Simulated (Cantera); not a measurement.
Charge: 1 mol TEOS, 4.6 mol NO, 9.5 mol H2, a varied amount of O3, held at 1400 K and 8.20 Pa.

Equilibrium computed with Cantera from the NASA thermochemical tables; the gas is ideal and each condensed phase is pure. Candidate condensed phases: C, C6H6, C7H8, C8H18, H2O, Si, SiC, SiO2, Si2N2O, Si3N4; 151 gas species. The feed counts by its element totals alone. The tables hold silica as quartz up to 1696 K and as liquid above; real silica turns to tridymite and cristobalite and melts near 1996 K. Equilibrium is a limit: real reactors are often held back by kinetics, nucleation or transport.

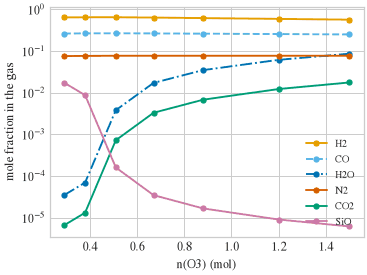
Figure. Equilibrium gas composition (values under 1e-9 drawn at 1e-9)

From 0.29 mol O3 to 1.5 mol O3 the condensed part is SiO2(β-quartz). The main Si-bearing gas is SiO throughout.
